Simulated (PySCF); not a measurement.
**C2H6Te, SMILES `C[Te]C`: what the electrons do**

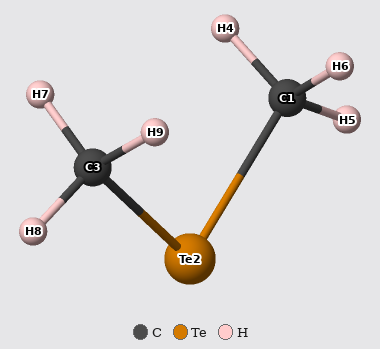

The molecule, with its atoms numbered as below. No frequency check shows the geometry to be a minimum.

Coordinates in Å:

```
C1       1.5608   -1.0891    0.0001
Te2      0.0000    0.4052    0.0000
C3      -1.5609   -1.0890   -0.0001
H4       1.4835   -1.7088    0.8843
H5       2.5163   -0.5829   -0.0002
H6       1.4834   -1.7090   -0.8842
H7      -1.4838   -1.7087    0.8842
H8      -2.5163   -0.5827    0.0002
H9      -1.4836   -1.7088   -0.8843
```

### 1. Bonding charge

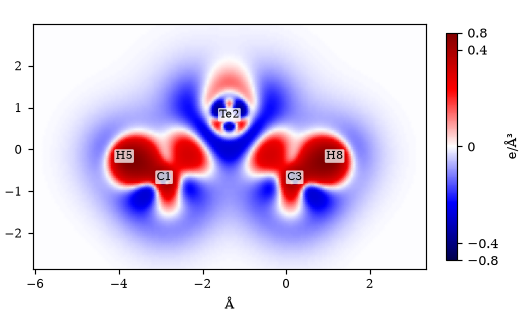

Deformation density (molecule less spherical, spin-averaged free atoms) in the plane of C1, Te2, C3, H5 and H8; colour scale in e/Å³, logarithmic beyond ±0.1; red: gain, blue: loss.

Method: CAM-B3LYP/def2-SVPD; geometry: GFN2-xTB; program: PySCF. Core potentials replace the inner electrons of Te; spin–orbit coupling isn't included.

> How much density has each bond in this plane gained at its critical point, relative to the free atoms?

C1–H5 and C3–H8: +0.71 e/Å³ at the bond critical point (bond length 1.08 Å). C1–Te2 and Te2–C3: +0.09 e/Å³ at the bond critical point (bond length 2.16 Å). In all, 2.0 electrons gather in the regions of gain relative to the promolecule. A small or negative value marks a very polar bond, one between electron-rich atoms, whose free-atom densities already overlap strongly, a long bond to a heavier atom, or a closed-shell contact such as a hydrogen bond.

### 2. Bond critical points

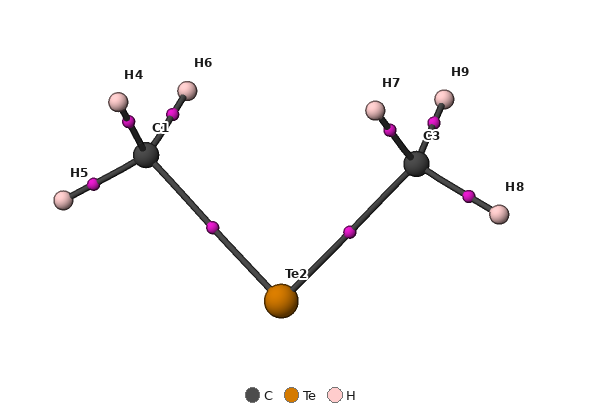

Molecular graph of the electron density (QTAIM): bond paths, bond critical points (magenta), ring points (cyan, if any); weak paths are dashed.

> How many critical points of each kind are there, and does the count close?

9 nuclei, 8 bond, 0 ring and 0 cage critical points: 9 − 8 + 0 − 0 = 1, as the Poincaré–Hopf relation requires.

> What does the calculation give at each kind of bond critical point?

```csv
bond,length (Å),ρ (a.u.),∇²ρ (a.u.),ε,H (a.u.)
C3–H7 (4 alike),1.082,0.280,−1.06,0.01,−0.308
C1–H5 (2 alike),1.081,0.280,−1.06,0.00,−0.308
C1–Te2 (2 alike),2.161,0.109,+0.02,0.12,−0.052
```

> What kind of interaction is C1–H5?

Shared-shell (covalent): ρ = 0.280, ∇²ρ = −1.06, H = −0.308 a.u.

### 3. Local ionisation energy

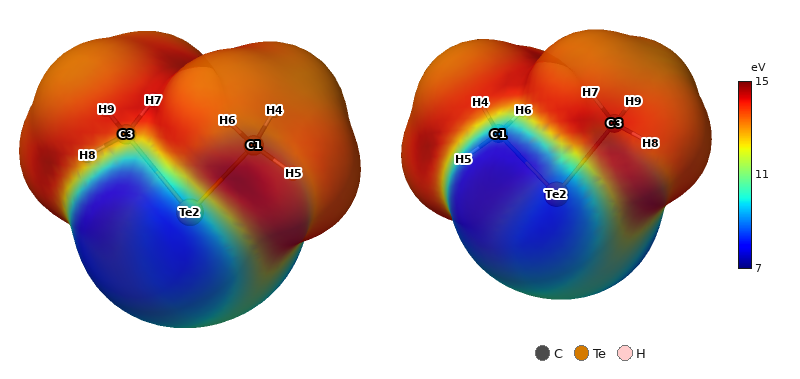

Average local ionisation energy on the surface of electron density 0.001 a.u. (back view left, front view right).

> Where are the most loosely bound electrons on this surface?

The lowest value is 7.6 eV, 2.6 Å from Te2, and at like points elsewhere. Further minima include 13.0 eV, near H9 (1.82 Å), H7 (1.90 Å), H8 (1.95 Å) and C3 (1.95 Å), and at like points elsewhere. For comparison, the highest occupied orbital lies at −6.9 eV.

> What volume does the surface enclose, and what is the dipole moment?

About 113 Å³; the dipole moment is 1.3 D.

### 4. Excited states

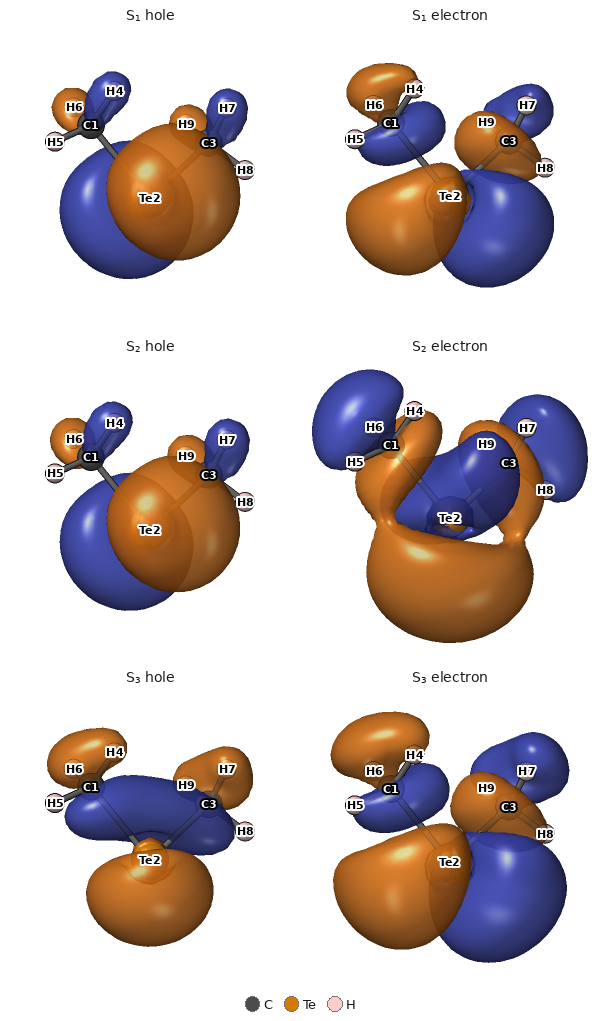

Leading natural transition orbitals (TDA singlet states).

PySCF calculation, ωB97X/def2-SVP, gas phase; geometry: GFN2-xTB. Core potentials replace the inner electrons of Te; spin–orbit coupling isn't included. Without diffuse functions Rydberg states are missing, so the states' numbers hold for this basis only.

> Describe these excited states.

By state:
- S₁: 3.84 eV (323 nm), f = 0.000 (dark), n → σ*; the leading pair carries 100 %; hole on Te2 (88 %), electron on Te2 (65 %) and C1 and C3 (12 % each); their centroids lie 0.0 Å apart.
- S₂: 5.65 eV (219 nm), f = 0.006, n → σ*; the leading pair carries 99 %; hole on Te2 (87 %), electron on Te2 (56 %) and C1 and C3 (16 % each); their centroids lie 0.4 Å apart.
- S₃: 7.33 eV (169 nm), f = 0.225 (bright), n → σ*; the leading pair carries 89 %; hole on Te2 (58 %) and C1 and C3 (15 % each), electron on Te2 (62 %) and C1 and C3 (13 % each); their centroids lie 0.2 Å apart; S₄ lies within 0.1 eV of it.

### 5. In an electric field

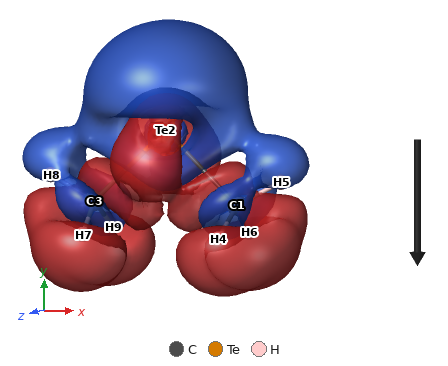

Change of the electron density in a uniform field of 0.10 V/Å along −y (arrow), surfaces at ±0.0004 e/Å³ (blue: gain, red: loss).

Method: ωB97X/def2-SVPD; geometry: GFN2-xTB; program: PySCF. Core potentials replace the inner electrons of Te; spin–orbit coupling isn't included.

The field was applied in both directions; the picture shows the one opposite to the script's first.

> What dipole is induced, and what polarisability does it imply?

The induced dipole is 0.36 D (along the field); α along this axis, from the fields in both directions, is 70 bohr³ (10.4 Å³).

### 6. Removing or adding an electron

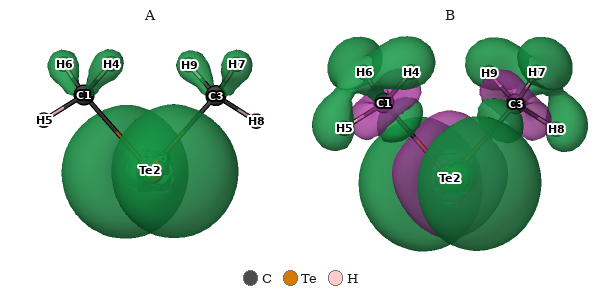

The Fukui function f⁻ from two separate SCF calculations and the density of the HOMO, at ±0.015 e/Å³ (green positive, purple negative).

Computed with PySCF, TPSSh/def2-SVPD, geometry: GFN2-xTB. Core potentials replace the inner electrons of Te; spin–orbit coupling isn't included.

> Which panel is which, and how good is the frozen-orbital picture?

B is f⁻ (it has negative regions), A the HOMO density. The HOMO lies on Te2 (87 %); f⁻ (Hirshfeld-condensed) is largest on Te2 (0.64); the vertical ionisation energy is 7.79 eV. Relaxation shifts 23 % of the electron between atoms. The orbital energy is −5.13 eV.

The PySCF runs shown took 16 s, 97 s, 30 s and 9.4 min on 1 thread of Intel(R) Xeon(R) Platinum 8259CL CPU @ 2.50GHz (Skylake/Cascade Lake), on a shared host.
